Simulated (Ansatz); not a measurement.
# Energy against volume for AlAs (zinc blende)

AlAs (zinc blende)

```
CELL_PARAMETERS angstrom
      0.00000     2.86406     2.86406
      2.86406     0.00000     2.86406
      2.86406     2.86406     0.00000
ATOMIC_POSITIONS crystal
  As 0.75000 0.75000 0.75000
  Al 0.00000 0.00000 0.00000
```

Equation-of-state scan: isotropic scaling of the cell above, V₀ being its volume. Symmetry pins the atoms to their sites.

All values below come from PBE (plane waves to 420 eV, PAW, scalar-relativistic; Ansatz, a quantum-chemistry and plane-wave program). k mesh 10×10×10 (Γ-centred), Fermi-Dirac smearing 0.05 eV. Energies are smeared free energies. Stress and pressure are positive under compression. AlAs was relaxed with its symmetry unable to fall. The PAW data are Ansatz's earlier set. ΔE is measured from the relaxed starting cell.

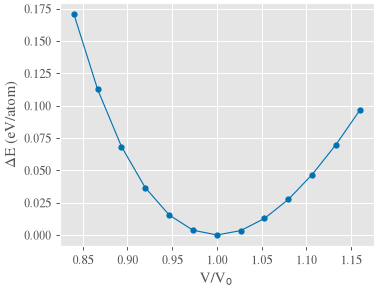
Figure: ΔE (eV/atom) against V/V₀; one marker a computed point.

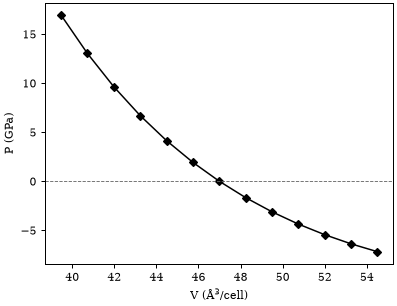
Figure. P (GPa) against V (Å³/cell); one marker a computed point.

The bulk modulus B₀ (third-order Birch-Murnaghan fit) is 66.9 GPa, the equilibrium volume of the fit is 23.50 Å³/atom and the pressure derivative B₀′ (fit) comes out as 4.3. The energy cost of the largest expansion is 96.4 meV/atom and the energy cost of the largest compression is 170.9 meV/atom.

Check by three points about V = 23.493 Å³/atom, step 0.627: d²E/dV² ≈ (3.7 − 2·0.0 + 3.3) meV / 0.627² = 0.0178 eV/Å⁶, and V·d²E/dV² × 160.2 = 67.1 GPa.

(A scan under strain: stresses follow from slopes of the energy per volume, elastic moduli from its curvatures.)
